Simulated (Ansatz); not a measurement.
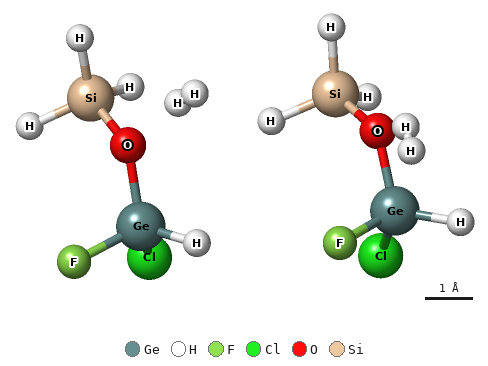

Two geometries of GeSiH6OClF, drawn at one scale. One is the start of a relaxation, the other its converged end. A ball-and-stick model, seen from a free direction.

All numbers below come from RKS PBE-D4/def2-SVP in Ansatz 0.2.0. Settings: no spin polarisation; force threshold 0.03 eV/Å; at most 50 steps.

### Which one is relaxed?

The left one is the relaxed one. The run prepares an end point of a later path (reaction) calculation, from a guessed geometry. An H atom moves most after the best rigid fit: 1.37 Å. By element the largest moves are H 1.37 Å, F 0.86 Å, Ge 0.43 Å, Cl 0.40 Å, O 0.34 Å, Si 0.18 Å. Among the contacts that change: H–H 0.722 → 0.770 Å, Cl–Ge 2.166 → 2.159 Å. Among the angles between lasting bonds that change: H–Ge–O 112.9° → 110.5°, H–Ge–Cl 111.8° → 113.8°. After 20 accepted moves (21 points after the start) the energy has fallen by 13.3 kJ/mol. Largest force component: 1.8 eV/Å at the start, 0.013 eV/Å at the end. The line search rejected the trial step at point 9 of the run. The forces were under the threshold at step 4, but the run went on from there.

Limits of the set-up: the start holds two separate molecules, 2.2 Å apart at their closest, whose relative position is a soft coordinate.
